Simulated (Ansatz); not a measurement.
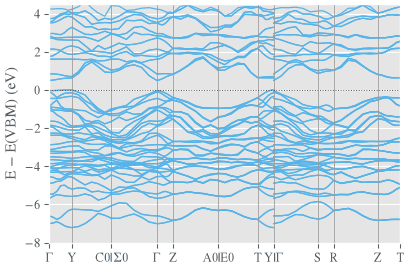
*Band structure from DFT-LDA with spin–orbit coupling in the program Ansatz with PAW potentials*

### Question
Read off the gap and where the band edges lie.

### Answer
About 0.5 eV (0.50 eV by a search for the band edges); maximum at Y, minimum at Γ.

The material is ZrTlCuS₃ in space group Cmcm (No. 63; Pearson symbol oS24).

The first step of the workflow began from a Materials Project structure, measured or hypothetical; the Crystallography Open Database copy checked does not list it. Whether it is the stable phase at ambient conditions was not checked. Symmetry was held in the LDA relaxation; whether a distortion lowers the energy is not shown. No spin polarisation was allowed. A crystal of weakly bound units computed without a dispersion correction: the cell and the soft elastic constants depend strongly on that.

Potentials: the later of the program's two PAW sets.
